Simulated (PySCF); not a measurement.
## A study: CH7AsS, SMILES `CS.[AsH3]`

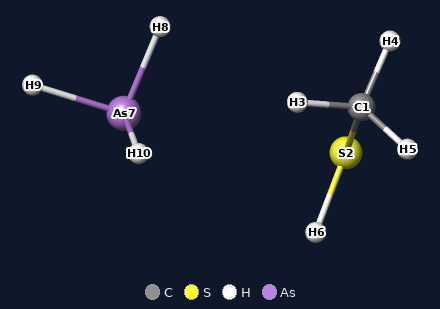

The molecule, with its atoms numbered as below. The pair's geometry is semi-empirical, so its contact may be too short or too long.

Coordinates in Å:

```
C1      -2.2400    1.0842   -0.0156
S2      -1.8800   -0.6966    0.0796
H3      -1.3464    1.6259   -0.3195
H4      -2.5368    1.3898    0.9826
H5      -3.0540    1.2541   -0.7130
H6      -1.6090   -0.8609   -1.2146
As7      1.4343   -0.0382    0.0057
H8       0.9774    0.9683    1.0118
H9       2.7725    0.6359   -0.0246
H10      0.9859    0.8862   -1.0902
```

### 1. Bonding charge

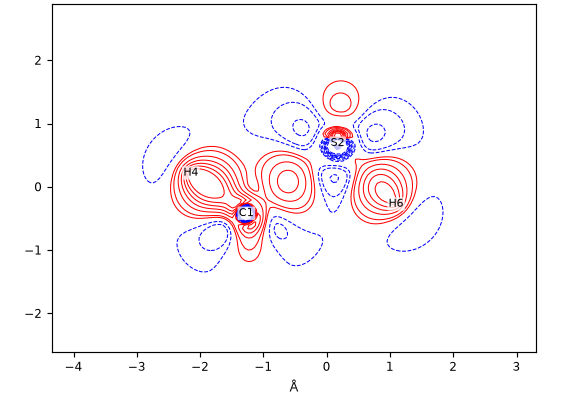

Deformation density (molecule less spherical, spin-averaged free atoms) in the plane of C1, S2, H4 and H6; contours at ±0.05 to ±0.8 e/Å³; solid red lines: gain, dashed blue lines: loss.

Computed with PySCF, HF/def2-TZVP, geometry: GFN2-xTB.

> Describe the bonding that the map shows.

C1–H4: +0.75 e/Å³ at the bond critical point (bond length 1.08 Å, Mayer order 1.0). S2–H6: +0.43 e/Å³ at the bond critical point (bond length 1.33 Å, Mayer order 1.0). C1–S2: +0.36 e/Å³ at the bond critical point (bond length 1.82 Å, Mayer order 1.0). In all, 2.1 electrons gather in the regions of gain relative to the promolecule.

### 2. Bond critical points

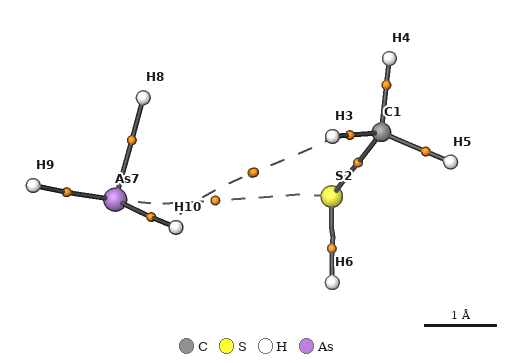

Molecular graph of the electron density (QTAIM): bond paths, bond critical points (orange), ring points (yellow, if any); weak paths are dashed.

> How many critical points of each kind are there, and does the count close?

10 nuclei, 10 bond, 1 ring and 0 cage critical points: 10 − 10 + 1 − 0 = 1, as the Poincaré–Hopf relation requires.

> Give the properties at the bond critical points.

| bond | length (Å) | ρ (a.u.) | ∇²ρ (a.u.) | ε | H (a.u.) |
| --- | --- | --- | --- | --- | --- |
| C1–H5 | 1.085 | 0.291 | −1.08 | 0.01 | −0.308 |
| C1–H4 | 1.085 | 0.290 | −1.08 | 0.01 | −0.307 |
| C1–H3 | 1.088 | 0.290 | −1.08 | 0.01 | −0.305 |
| S2–H6 | 1.332 | 0.227 | −0.76 | 0.17 | −0.247 |
| C1–S2 | 1.819 | 0.189 | −0.38 | 0.08 | −0.139 |
| As7–H8 | 1.495 | 0.156 | −0.04 | 0.04 | −0.114 |
| As7–H9 | 1.499 | 0.154 | −0.03 | 0.04 | −0.112 |
| As7–H10 | 1.502 | 0.153 | −0.04 | 0.04 | −0.110 |
| S2–As7 | 3.380 | 0.012 | +0.03 | 0.06 | +0.001 |
| H3–H10 | 2.565 | 0.005 | +0.02 | 0.67 | +0.001 |

> What kind of interaction is C1–H3?

Shared-shell (covalent): ρ = 0.290, ∇²ρ = −1.08, H = −0.305 a.u.

> Are there bond paths between atoms that aren't covalently bonded?

Yes: S2–As7 (3.38 Å, ρ = 0.012); H3–H10 (2.56 Å, ρ = 0.005).

### 3. Local ionisation energy

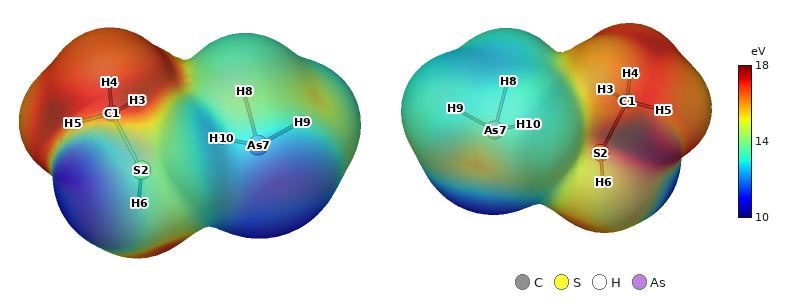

Average local ionisation energy on the surface of electron density 0.001 a.u. (back view left, front view right).

> Locate the minima of the map.

The lowest value is 10.7 eV, 2.4 Å from As7. Further minima include 10.7 eV, 2.3 Å from S2; 12.4 eV, 1.8 Å from H9; 15.9 eV, 1.4 Å from H5. For comparison, the highest occupied orbital lies at −9.4 eV.

### 4. Binding density

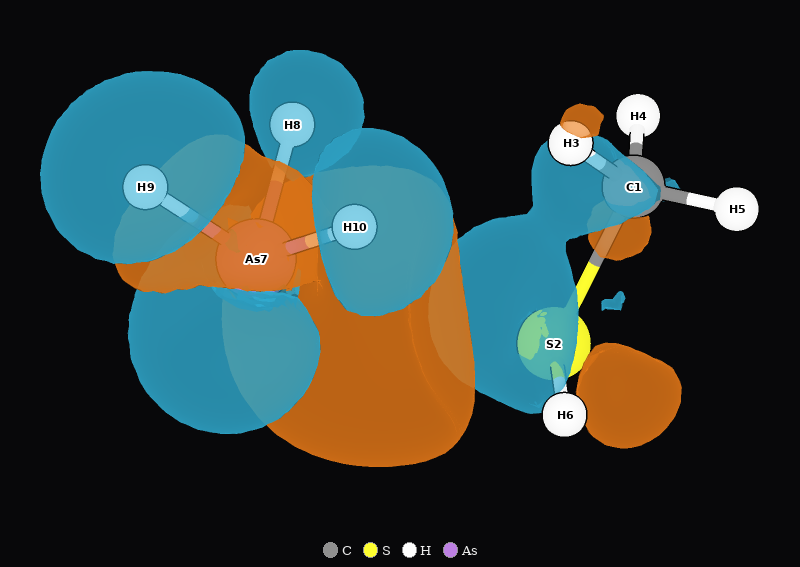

Density of the complex less the densities of the two fragments at the same geometry, ±0.0015 e/Å³ (light blue: gain, orange: loss). Fragment A: H4CS (atoms 1–6); fragment B: AsH3.

PySCF calculation, HF/def2-TZVP, gas phase; geometry: GFN2-xTB.

> How is the density rearranged on binding?

Hirshfeld charges show 0.011 e passing from A to B. By Hirshfeld charges, electrons gather most on H9 (−0.015 e) and leave As7 most (+0.016 e); 0.07 e is displaced in all, which induces a dipole of 0.55 D.

The PySCF runs shown took 4.1 s and 7.5 s on 1 thread of Arm Neoverse V1, on a shared host.
